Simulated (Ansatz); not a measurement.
# GaH (triplet): PBE, BLYP, r2SCAN, B97M-V, PBE0, B3LYP over vertical spin and charge gaps, def2-QZVPP

Aim: run GaH (triplet) with these functionals over vertical spin and charge gaps, and hold them against the top wave-function level at the same points.

Computed with Ansatz 0.2.0, Gaussian basis. Level: def2-QZVPP, all electrons in the functionals.

The runs, in order: PBE, BLYP, r2SCAN, B97M-V, PBE0, B3LYP, at charge 0, triplet; charge 0, singlet; charge 0, quintet; charge 1, doublet; charge 1, quartet.

10 further runs of the same task are left out: 10 set aside as unsound or not needed.

**1. The geometry**

The geometry is a PBE0/def2-TZVP stationary point (not a proven minimum). No spin-orbit coupling is included. The filled d shell of Ga may be among the frozen orbitals whatever the setting's name suggests; the logs give the count.

2 atoms, charge 0, spin multiplicity 3.

Atoms are counted from 1 here; the program's logs count them from 0.

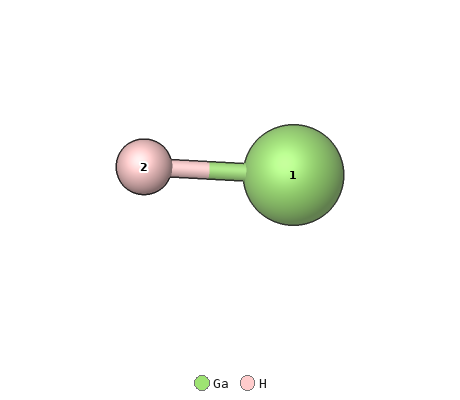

The structure; gallium green, hydrogen pink; atoms are numbered from 1 in the order of the file.

No dispersion term is added; B97M-V holds VV10 nonlocal correlation. B3LYP takes the VWN-RPA correlation.

The geometry shown and the zero of energy belong to the point charge 0, triplet. The yardstick, RCCSD(T), and other wave-function levels (R restricted, U unrestricted, valence and pair active spaces) come from earlier runs.

**2. PBE, charge 0, triplet**

The input, in.yaml:

```yaml
crystal:
  periodic: [false, false, false]
  atoms:
    - {symbol: Ga, position_ang: [0.000000, 0.000000, 0.000000]}
    - {symbol: H, position_ang: [0.000000, 0.000000, 1.606800]}
basis:
  gaussian: {orbitals: "def2-QZVPP.json"}
magnetization: {spin_polarized: true, initial_magnetization: 2}
hamiltonian: {xc: {name: PBE}}
output: {orbitals: {seedname: orbitals}}
```

Started as:

```console
> ansatz run in.yaml --threads 1 --pin off --events-out ev --progress --plain --max-ram 2393MiB
```

Standard output, shortened:

```text
Functional definition: PBE
  name "PBE"
  cite "Perdew, Burke & Ernzerhof, Phys. Rev. Lett. 77, 3865 (1996) doi:10.1103/PhysRevLett.77.3865"
  parent pbe
[...]
575 factors; their error is unknown
[...]
mean field -52384.42827330 eV, -1925.0922316032 hartree, gradient 3.8e-5 eV, S^2 2.003518; 1 other end points of the search recorded, 0 dependent functions left out
reference -52384.42831245 eV, -1925.0922330418 hartree; 17, 15 occupied and 102, 104 virtual orbitals, 575 factors
Total energy: -52384.42831245 eV, -1925.0922330418 hartree
```

It took 2.5 s on 1 thread of Arm Neoverse V2, shared host.

From the report: ⟨S²⟩ of the determinant 2.004 (pure triplet: 2.00).

**3. PBE, charge 0, singlet**

in.yaml: that of step 2 with these lines changed.

```diff
@@ -7,3 +7,2 @@
   gaussian: {orbitals: "def2-QZVPP.json"}
-magnetization: {spin_polarized: true, initial_magnetization: 2}
 hamiltonian: {xc: {name: PBE}}
```

Same command.

Standard output, shortened:

```text
Functional definition: PBE
  name "PBE"
  cite "Perdew, Burke & Ernzerhof, Phys. Rev. Lett. 77, 3865 (1996) doi:10.1103/PhysRevLett.77.3865"
  parent pbe
[...]
575 factors; their error is unknown
[...]
mean field -52386.43524232 eV, -1925.1659863543 hartree, gradient 2.6e-5 eV, S^2 0.000000; 0 other end points of the search recorded, 0 dependent functions left out
reference -52386.43527623 eV, -1925.1659876003 hartree; 16, 16 occupied and 103, 103 virtual orbitals, 575 factors
Total energy: -52386.43527623 eV, -1925.1659876003 hartree
```

Run time: 0.94 s. Hardware: 1 thread of Arm Neoverse V2, shared host.

From charge 0, triplet: -193.6 kJ/mol.

**4. PBE, charge 0, quintet**

in.yaml: that of step 3 with these lines changed.

```diff
@@ -7,2 +7,3 @@
   gaussian: {orbitals: "def2-QZVPP.json"}
+magnetization: {spin_polarized: true, initial_magnetization: 4}
 hamiltonian: {xc: {name: PBE}}
```

The command is unchanged.

Standard output, shortened:

```text
Functional definition: PBE
  name "PBE"
  cite "Perdew, Burke & Ernzerhof, Phys. Rev. Lett. 77, 3865 (1996) doi:10.1103/PhysRevLett.77.3865"
  parent pbe
[...]
575 factors; their error is unknown
[...]
mean field -52378.17766508 eV, -1924.8625259877 hartree, gradient 3.4e-5 eV, S^2 6.001938; 0 other end points of the search recorded, 0 dependent functions left out
reference -52378.17770427 eV, -1924.8625274280 hartree; 18, 14 occupied and 101, 105 virtual orbitals, 575 factors
Total energy: -52378.17770427 eV, -1924.8625274280 hartree
```

Run time: 1.8 s. Hardware: 1 thread of Arm Neoverse V2, shared host.

From the report: ⟨S²⟩ of the determinant 6.002 (pure quintet: 6.00).

From charge 0, triplet: +603.1 kJ/mol.

**5. PBE, charge 1, doublet**

in.yaml: that of step 4 with these lines changed.

```diff
@@ -7,3 +7,4 @@
   gaussian: {orbitals: "def2-QZVPP.json"}
-magnetization: {spin_polarized: true, initial_magnetization: 4}
+total_charge: 1
+magnetization: {spin_polarized: true, initial_magnetization: 1}
 hamiltonian: {xc: {name: PBE}}
```

Launched as before.

Standard output, shortened:

```text
Functional definition: PBE
  name "PBE"
  cite "Perdew, Burke & Ernzerhof, Phys. Rev. Lett. 77, 3865 (1996) doi:10.1103/PhysRevLett.77.3865"
  parent pbe
[...]
575 factors; their error is unknown
[...]
mean field -52378.06953241 eV, -1924.8585521855 hartree, gradient 6.7e-6 eV, S^2 0.755834; 0 other end points of the search recorded, 0 dependent functions left out
reference -52378.06957114 eV, -1924.8585536085 hartree; 16, 15 occupied and 103, 104 virtual orbitals, 575 factors
Total energy: -52378.06957114 eV, -1924.8585536085 hartree
```

It took 1.8 s on 1 thread of Arm Neoverse V2, shared host.

From the report: ⟨S²⟩ of the determinant 0.756 (pure doublet: 0.75).

From charge 0, triplet: +613.5 kJ/mol.

**6. PBE, charge 1, quartet**

in.yaml: that of step 5 with these lines changed.

```diff
@@ -8,3 +8,3 @@
 total_charge: 1
-magnetization: {spin_polarized: true, initial_magnetization: 1}
+magnetization: {spin_polarized: true, initial_magnetization: 3}
 hamiltonian: {xc: {name: PBE}}
```

The command is unchanged.

Standard output, shortened:

```text
Functional definition: PBE
  name "PBE"
  cite "Perdew, Burke & Ernzerhof, Phys. Rev. Lett. 77, 3865 (1996) doi:10.1103/PhysRevLett.77.3865"
  parent pbe
[...]
575 factors; their error is unknown
[...]
mean field -52370.96150585 eV, -1924.5973370273 hartree, gradient 1.7e-5 eV, S^2 3.751494; 3 other end points of the search recorded, 0 dependent functions left out
reference -52370.96155407 eV, -1924.5973387994 hartree; 17, 14 occupied and 102, 105 virtual orbitals, 575 factors
Total energy: -52370.96155407 eV, -1924.5973387994 hartree
```

It took 2.5 s on 1 thread of Arm Neoverse V2, shared host.

From the report: ⟨S²⟩ of the determinant 3.751 (pure quartet: 3.75).

From charge 0, triplet: +1299.3 kJ/mol.

**7. BLYP, charge 0, triplet**

The input, in.yaml:

```yaml
crystal:
  periodic: [false, false, false]
  atoms:
    - {symbol: Ga, position_ang: [0.000000, 0.000000, 0.000000]}
    - {symbol: H, position_ang: [0.000000, 0.000000, 1.606800]}
basis:
  gaussian: {orbitals: "def2-QZVPP.json"}
magnetization: {spin_polarized: true, initial_magnetization: 2}
hamiltonian: {xc: {name: BLYP}}
```

Launched as before.

Standard output, shortened:

```text
Functional definition: BLYP
  name "BLYP"
  cite "Becke, Phys. Rev. A 38, 3098 (1988) doi:10.1103/PhysRevA.38.3098"
  cite "Lee, Yang & Parr, Phys. Rev. B 37, 785 (1988) doi:10.1103/PhysRevB.37.785"
[...]
575 factors; their error is unknown
[...]
mean field -52394.41459988 eV, -1925.4592223357 hartree, gradient 1.3e-5 eV, S^2 2.003489; 1 other end points of the search recorded, 0 dependent functions left out
reference -52394.41483919 eV, -1925.4592311301 hartree; 17, 15 occupied and 102, 104 virtual orbitals, 575 factors
Total energy: -52394.41483919 eV, -1925.4592311301 hartree
```

It took 2.4 s on 1 thread of Arm Neoverse V2, shared host.

From the report: ⟨S²⟩ of the determinant 2.003 (pure triplet: 2.00).

**8. BLYP, charge 0, singlet**

in.yaml: that of step 7 with these lines changed.

```diff
@@ -7,3 +7,2 @@
   gaussian: {orbitals: "def2-QZVPP.json"}
-magnetization: {spin_polarized: true, initial_magnetization: 2}
 hamiltonian: {xc: {name: BLYP}}
```

Launched as before.

Standard output, shortened:

```text
Functional definition: BLYP
  name "BLYP"
  cite "Becke, Phys. Rev. A 38, 3098 (1988) doi:10.1103/PhysRevA.38.3098"
  cite "Lee, Yang & Parr, Phys. Rev. B 37, 785 (1988) doi:10.1103/PhysRevB.37.785"
[...]
575 factors; their error is unknown
[...]
mean field -52396.60718177 eV, -1925.5397982339 hartree, gradient 4.3e-5 eV, S^2 0.000000; 0 other end points of the search recorded, 0 dependent functions left out
reference -52396.60742364 eV, -1925.5398071227 hartree; 16, 16 occupied and 103, 103 virtual orbitals, 575 factors
Total energy: -52396.60742364 eV, -1925.5398071227 hartree
```

Run time: 1 s. Hardware: 1 thread of Arm Neoverse V2, shared host.

From charge 0, triplet: -211.6 kJ/mol.

**9. BLYP, charge 0, quintet**

in.yaml: that of step 8 with these lines changed.

```diff
@@ -7,2 +7,3 @@
   gaussian: {orbitals: "def2-QZVPP.json"}
+magnetization: {spin_polarized: true, initial_magnetization: 4}
 hamiltonian: {xc: {name: BLYP}}
```

Same command.

Standard output, shortened:

```text
Functional definition: BLYP
  name "BLYP"
  cite "Becke, Phys. Rev. A 38, 3098 (1988) doi:10.1103/PhysRevA.38.3098"
  cite "Lee, Yang & Parr, Phys. Rev. B 37, 785 (1988) doi:10.1103/PhysRevB.37.785"
[...]
575 factors; their error is unknown
[...]
mean field -52387.71794661 eV, -1925.2131248674 hartree, gradient 1.3e-5 eV, S^2 6.001220; 0 other end points of the search recorded, 0 dependent functions left out
reference -52387.71820559 eV, -1925.2131343846 hartree; 18, 14 occupied and 101, 105 virtual orbitals, 575 factors
Total energy: -52387.71820559 eV, -1925.2131343846 hartree
```

It took 2.3 s on 1 thread of Arm Neoverse V2, shared host.

From the report: ⟨S²⟩ of the determinant 6.001 (pure quintet: 6.00).

From charge 0, triplet: +646.1 kJ/mol.

**10. BLYP, charge 1, doublet**

in.yaml: that of step 9 with these lines changed.

```diff
@@ -7,3 +7,4 @@
   gaussian: {orbitals: "def2-QZVPP.json"}
-magnetization: {spin_polarized: true, initial_magnetization: 4}
+total_charge: 1
+magnetization: {spin_polarized: true, initial_magnetization: 1}
 hamiltonian: {xc: {name: BLYP}}
```

Same command.

Standard output, shortened:

```text
Functional definition: BLYP
  name "BLYP"
  cite "Becke, Phys. Rev. A 38, 3098 (1988) doi:10.1103/PhysRevA.38.3098"
  cite "Lee, Yang & Parr, Phys. Rev. B 37, 785 (1988) doi:10.1103/PhysRevB.37.785"
[...]
575 factors; their error is unknown
[...]
mean field -52388.24706022 eV, -1925.2325694340 hartree, gradient 1.9e-5 eV, S^2 0.755284; 0 other end points of the search recorded, 0 dependent functions left out
reference -52388.24730836 eV, -1925.2325785527 hartree; 16, 15 occupied and 103, 104 virtual orbitals, 575 factors
Total energy: -52388.24730836 eV, -1925.2325785527 hartree
```

Wall time 2.3 s (1 thread of Arm Neoverse V2, shared host).

From the report: ⟨S²⟩ of the determinant 0.755 (pure doublet: 0.75).

From charge 0, triplet: +595.1 kJ/mol.

**11. BLYP, charge 1, quartet**

in.yaml: that of step 10 with these lines changed.

```diff
@@ -8,3 +8,3 @@
 total_charge: 1
-magnetization: {spin_polarized: true, initial_magnetization: 1}
+magnetization: {spin_polarized: true, initial_magnetization: 3}
 hamiltonian: {xc: {name: BLYP}}
```

The command is unchanged.

Standard output, shortened:

```text
Functional definition: BLYP
  name "BLYP"
  cite "Becke, Phys. Rev. A 38, 3098 (1988) doi:10.1103/PhysRevA.38.3098"
  cite "Lee, Yang & Parr, Phys. Rev. B 37, 785 (1988) doi:10.1103/PhysRevB.37.785"
[...]
575 factors; their error is unknown
[...]
mean field -52380.77529890 eV, -1924.9579872697 hartree, gradient 1.9e-5 eV, S^2 3.750932; 3 other end points of the search recorded, 0 dependent functions left out
reference -52380.77556820 eV, -1924.9579971666 hartree; 17, 14 occupied and 102, 105 virtual orbitals, 575 factors
Total energy: -52380.77556820 eV, -1924.9579971666 hartree
```

Wall time 2.7 s (1 thread of Arm Neoverse V2, shared host).

From the report: ⟨S²⟩ of the determinant 3.751 (pure quartet: 3.75).

From charge 0, triplet: +1316.0 kJ/mol.

**12. r2SCAN, charge 0, triplet**

The input, in.yaml:

```yaml
crystal:
  periodic: [false, false, false]
  atoms:
    - {symbol: Ga, position_ang: [0.000000, 0.000000, 0.000000]}
    - {symbol: H, position_ang: [0.000000, 0.000000, 1.606800]}
basis:
  gaussian: {orbitals: "def2-QZVPP.json"}
magnetization: {spin_polarized: true, initial_magnetization: 2}
hamiltonian: {xc: {name: r2SCAN}}
```

Launched as before.

Standard output, shortened:

```text
Functional definition: r2SCAN
  name "r2SCAN"
  cite "Furness, Kaplan, Ning, Perdew & Sun, J. Phys. Chem. Lett. 11, 8208 (2020) doi:10.1021/acs.jpclett.0c02405"
  cite "Furness, Kaplan, Ning, Perdew & Sun, J. Phys. Chem. Lett. 11, 9248 (2020) doi:10.1021/acs.jpclett.0c03077"
  parent r2scan
[...]
575 factors; their error is unknown
[...]
mean field -52392.06035472 eV, -1925.3727054218 hartree, gradient 2.9e-5 eV, S^2 2.008452; 1 other end points of the search recorded, 0 dependent functions left out
reference -52392.06037314 eV, -1925.3727060989 hartree; 17, 15 occupied and 102, 104 virtual orbitals, 575 factors
Total energy: -52392.06037314 eV, -1925.3727060989 hartree
```

Wall time 6 s (1 thread of Arm Neoverse V2, shared host).

From the report: ⟨S²⟩ of the determinant 2.008 (pure triplet: 2.00).

**13. r2SCAN, charge 0, singlet**

in.yaml: that of step 12 with these lines changed.

```diff
@@ -7,3 +7,2 @@
   gaussian: {orbitals: "def2-QZVPP.json"}
-magnetization: {spin_polarized: true, initial_magnetization: 2}
 hamiltonian: {xc: {name: r2SCAN}}
```

Same command.

Standard output, shortened:

```text
Functional definition: r2SCAN
  name "r2SCAN"
  cite "Furness, Kaplan, Ning, Perdew & Sun, J. Phys. Chem. Lett. 11, 8208 (2020) doi:10.1021/acs.jpclett.0c02405"
  cite "Furness, Kaplan, Ning, Perdew & Sun, J. Phys. Chem. Lett. 11, 9248 (2020) doi:10.1021/acs.jpclett.0c03077"
  parent r2scan
[...]
575 factors; their error is unknown
[...]
mean field -52393.88505997 eV, -1925.4397621030 hartree, gradient 2.2e-5 eV, S^2 0.000000; 0 other end points of the search recorded, 0 dependent functions left out
reference -52393.88507104 eV, -1925.4397625099 hartree; 16, 16 occupied and 103, 103 virtual orbitals, 575 factors
Total energy: -52393.88507104 eV, -1925.4397625099 hartree
```

It took 2.2 s on 1 thread of Arm Neoverse V2, shared host.

From charge 0, triplet: -176.1 kJ/mol.

**14. r2SCAN, charge 0, quintet**

in.yaml: that of step 13 with these lines changed.

```diff
@@ -7,2 +7,3 @@
   gaussian: {orbitals: "def2-QZVPP.json"}
+magnetization: {spin_polarized: true, initial_magnetization: 4}
 hamiltonian: {xc: {name: r2SCAN}}
```

Launched as before.

Standard output, shortened:

```text
Functional definition: r2SCAN
  name "r2SCAN"
  cite "Furness, Kaplan, Ning, Perdew & Sun, J. Phys. Chem. Lett. 11, 8208 (2020) doi:10.1021/acs.jpclett.0c02405"
  cite "Furness, Kaplan, Ning, Perdew & Sun, J. Phys. Chem. Lett. 11, 9248 (2020) doi:10.1021/acs.jpclett.0c03077"
  parent r2scan
[...]
575 factors; their error is unknown
[...]
mean field -52386.15556247 eV, -1925.1557083092 hartree, gradient 4.2e-6 eV, S^2 6.003433; 0 other end points of the search recorded, 0 dependent functions left out
reference -52386.15558026 eV, -1925.1557089629 hartree; 18, 14 occupied and 101, 105 virtual orbitals, 575 factors
Total energy: -52386.15558026 eV, -1925.1557089629 hartree
```

Run time: 3.9 s. Hardware: 1 thread of Arm Neoverse V2, shared host.

From the report: ⟨S²⟩ of the determinant 6.003 (pure quintet: 6.00).

From charge 0, triplet: +569.7 kJ/mol.

**15. r2SCAN, charge 1, doublet**

in.yaml: that of step 14 with these lines changed.

```diff
@@ -7,3 +7,4 @@
   gaussian: {orbitals: "def2-QZVPP.json"}
-magnetization: {spin_polarized: true, initial_magnetization: 4}
+total_charge: 1
+magnetization: {spin_polarized: true, initial_magnetization: 1}
 hamiltonian: {xc: {name: r2SCAN}}
```

Launched as before.

Standard output, shortened:

```text
Functional definition: r2SCAN
  name "r2SCAN"
  cite "Furness, Kaplan, Ning, Perdew & Sun, J. Phys. Chem. Lett. 11, 8208 (2020) doi:10.1021/acs.jpclett.0c02405"
  cite "Furness, Kaplan, Ning, Perdew & Sun, J. Phys. Chem. Lett. 11, 9248 (2020) doi:10.1021/acs.jpclett.0c03077"
  parent r2scan
[...]
575 factors; their error is unknown
[...]
mean field -52385.57079810 eV, -1925.1342186149 hartree, gradient 3.3e-5 eV, S^2 0.765394; 0 other end points of the search recorded, 0 dependent functions left out
reference -52385.57081118 eV, -1925.1342190958 hartree; 16, 15 occupied and 103, 104 virtual orbitals, 575 factors
Total energy: -52385.57081118 eV, -1925.1342190958 hartree
```

It took 4.7 s on 1 thread of Arm Neoverse V2, shared host.

From the report: ⟨S²⟩ of the determinant 0.765 (pure doublet: 0.75).

From charge 0, triplet: +626.1 kJ/mol.

**16. r2SCAN, charge 1, quartet**

in.yaml: that of step 15 with these lines changed.

```diff
@@ -8,3 +8,3 @@
 total_charge: 1
-magnetization: {spin_polarized: true, initial_magnetization: 1}
+magnetization: {spin_polarized: true, initial_magnetization: 3}
 hamiltonian: {xc: {name: r2SCAN}}
```

Same command.

Standard output, shortened:

```text
Functional definition: r2SCAN
  name "r2SCAN"
  cite "Furness, Kaplan, Ning, Perdew & Sun, J. Phys. Chem. Lett. 11, 8208 (2020) doi:10.1021/acs.jpclett.0c02405"
  cite "Furness, Kaplan, Ning, Perdew & Sun, J. Phys. Chem. Lett. 11, 9248 (2020) doi:10.1021/acs.jpclett.0c03077"
  parent r2scan
[...]
575 factors; their error is unknown
[...]
mean field -52378.79732651 eV, -1924.8852981254 hartree, gradient 1.5e-5 eV, S^2 3.752694; 2 other end points of the search recorded, 0 dependent functions left out
reference -52378.79734476 eV, -1924.8852987960 hartree; 17, 14 occupied and 102, 105 virtual orbitals, 575 factors
Total energy: -52378.79734476 eV, -1924.8852987960 hartree
```

Run time: 5.5 s. Hardware: 1 thread of Arm Neoverse V2, shared host.

From the report: ⟨S²⟩ of the determinant 3.753 (pure quartet: 3.75).

From charge 0, triplet: +1279.7 kJ/mol.

**17. B97M-V, charge 0, triplet**

The input, in.yaml:

```yaml
crystal:
  periodic: [false, false, false]
  atoms:
    - {symbol: Ga, position_ang: [0.000000, 0.000000, 0.000000]}
    - {symbol: H, position_ang: [0.000000, 0.000000, 1.606800]}
basis:
  gaussian: {orbitals: "def2-QZVPP.json"}
magnetization: {spin_polarized: true, initial_magnetization: 2}
hamiltonian: {xc: {name: B97M-V}}
```

The command is unchanged.

Standard output, shortened:

```text
Functional definition: B97M-V
  name "B97M-V"
  cite "Mardirossian & Head-Gordon, J. Chem. Phys. 142, 074111 (2015) doi:10.1063/1.4907719"
  cite "Becke, J. Chem. Phys. 107, 8554 (1997) doi:10.1063/1.475007"
  cite "Vydrov & Van Voorhis, J. Chem. Phys. 133, 244103 (2010) doi:10.1063/1.3521275"
  # Of w^i u^j: cxij and so on, Table III.
[...]
  gx(w, u) = cx00 + cx01*u + cx02*u^2 + (cx10 + cx11*u)*w
[...]
  gos(w, u) = cos00 + cos01*u + cos03*u^3 + cos10*w + cos32*w^3*u^2
[...]
      + integral(e_c_pw_mod_opposite_spin*gos(b97_w_opposite, b97_u_opposite)) + vv10(b, c)
575 factors; their error is unknown
[...]
mean field -52382.06689085 eV, -1925.0054523984 hartree, gradient 7.7e-6 eV, S^2 2.002979; 1 other end points of the search recorded, 0 dependent functions left out
reference -52382.06694706 eV, -1925.0054544642 hartree; 17, 15 occupied and 102, 104 virtual orbitals, 575 factors
Total energy: -52382.06694706 eV, -1925.0054544642 hartree
```

It took 9.5 s on 1 thread of Arm Neoverse V2, shared host.

From the report: ⟨S²⟩ of the determinant 2.003 (pure triplet: 2.00).

**18. B97M-V, charge 0, singlet**

in.yaml: that of step 17 with these lines changed.

```diff
@@ -7,3 +7,2 @@
   gaussian: {orbitals: "def2-QZVPP.json"}
-magnetization: {spin_polarized: true, initial_magnetization: 2}
 hamiltonian: {xc: {name: B97M-V}}
```

The command is unchanged.

Standard output, shortened:

```text
Functional definition: B97M-V
  name "B97M-V"
  cite "Mardirossian & Head-Gordon, J. Chem. Phys. 142, 074111 (2015) doi:10.1063/1.4907719"
  cite "Becke, J. Chem. Phys. 107, 8554 (1997) doi:10.1063/1.475007"
  cite "Vydrov & Van Voorhis, J. Chem. Phys. 133, 244103 (2010) doi:10.1063/1.3521275"
  # Of w^i u^j: cxij and so on, Table III.
[...]
  gx(w, u) = cx00 + cx01*u + cx02*u^2 + (cx10 + cx11*u)*w
[...]
  gos(w, u) = cos00 + cos01*u + cos03*u^3 + cos10*w + cos32*w^3*u^2
[...]
      + integral(e_c_pw_mod_opposite_spin*gos(b97_w_opposite, b97_u_opposite)) + vv10(b, c)
575 factors; their error is unknown
[...]
mean field -52384.31354080 eV, -1925.0880152615 hartree, gradient 4.8e-5 eV, S^2 0.000000; 0 other end points of the search recorded, 0 dependent functions left out
reference -52384.31358982 eV, -1925.0880170629 hartree; 16, 16 occupied and 103, 103 virtual orbitals, 575 factors
Total energy: -52384.31358982 eV, -1925.0880170629 hartree
```

Wall time 3.4 s (1 thread of Arm Neoverse V2, shared host).

From charge 0, triplet: -216.8 kJ/mol.

**19. B97M-V, charge 0, quintet**

in.yaml: that of step 18 with these lines changed.

```diff
@@ -7,2 +7,3 @@
   gaussian: {orbitals: "def2-QZVPP.json"}
+magnetization: {spin_polarized: true, initial_magnetization: 4}
 hamiltonian: {xc: {name: B97M-V}}
```

The command is unchanged.

Standard output, shortened:

```text
Functional definition: B97M-V
  name "B97M-V"
  cite "Mardirossian & Head-Gordon, J. Chem. Phys. 142, 074111 (2015) doi:10.1063/1.4907719"
  cite "Becke, J. Chem. Phys. 107, 8554 (1997) doi:10.1063/1.475007"
  cite "Vydrov & Van Voorhis, J. Chem. Phys. 133, 244103 (2010) doi:10.1063/1.3521275"
  # Of w^i u^j: cxij and so on, Table III.
[...]
  gx(w, u) = cx00 + cx01*u + cx02*u^2 + (cx10 + cx11*u)*w
[...]
  gos(w, u) = cos00 + cos01*u + cos03*u^3 + cos10*w + cos32*w^3*u^2
[...]
      + integral(e_c_pw_mod_opposite_spin*gos(b97_w_opposite, b97_u_opposite)) + vv10(b, c)
575 factors; their error is unknown
[...]
mean field -52375.45641736 eV, -1924.7625219784 hartree, gradient 5.0e-5 eV, S^2 6.002345; 0 other end points of the search recorded, 0 dependent functions left out
reference -52375.45647183 eV, -1924.7625239802 hartree; 18, 14 occupied and 101, 105 virtual orbitals, 575 factors
Total energy: -52375.45647183 eV, -1924.7625239802 hartree
```

It took 7.5 s on 1 thread of Arm Neoverse V2, shared host.

From the report: ⟨S²⟩ of the determinant 6.002 (pure quintet: 6.00).

From charge 0, triplet: +637.8 kJ/mol.

(Part 1 of 2 ends here.)
